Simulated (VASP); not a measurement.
Input:

```xyz
2
Lattice="0.0000 2.3137 2.3137 2.3137 0.0000 2.3137 2.3137 2.3137 0.0000" Properties=species:S:1:pos:R:3 pbc="T T T"
Na     2.3137     2.3137     4.6275
F      2.3137     2.3137     2.3137
```

All values below come from optB88-vdW, VASP's PBE PAW potentials (set 64) (plane waves; VASP 6.6.1). Settings: 520 eV cut-off, 11×11×11 Γ-centred mesh, tetrahedra with Blöchl corrections, potentials Na_pv F.

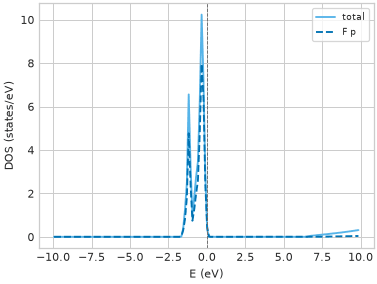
Figure: Total and projected density of states, zero at the valence-band maximum

Within 2 eV below the valence-band maximum the largest weight inside VASP's projection spheres is F p.

The gap is direct, 6.39 eV, from the valence maximum at Γ to the conduction minimum at Γ.

The compound is NaF in the rock salt structure. It was relaxed first.
